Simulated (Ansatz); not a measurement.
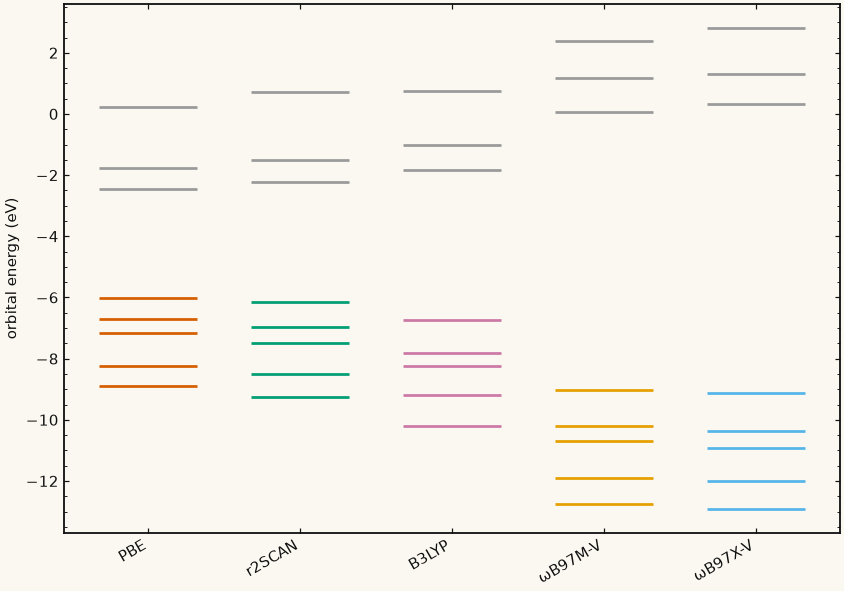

Frontier orbital energies of C₄H₇Al, SMILES C=C[C](=C)[AlH2], singlet at one geometry, def2-TZVPP, the Ansatz code, at a PBE0-D4/def2-TZVP geometry (no frequency check). Empty levels are grey, levels within 0.1 eV stand side by side; all columns show the same few orbitals around the gap.

Question: How do the frontier levels move from column to column?

Answer: The separation grows from 3.56 eV (PBE) to 9.42 eV (ωB97X-V).

```tsv
level	HOMO (eV)	LUMO (eV)	separation (eV)
PBE	−6.01	−2.45	3.56
r2SCAN	−6.15	−2.22	3.94
B3LYP	−6.73	−1.83	4.90
ωB97M-V	−9.04	0.06	9.10
ωB97X-V	−9.11	0.31	9.42
```

Caveats, for all or some of the runs: empty levels above zero depend strongly on the basis; one conformer of a flexible molecule.
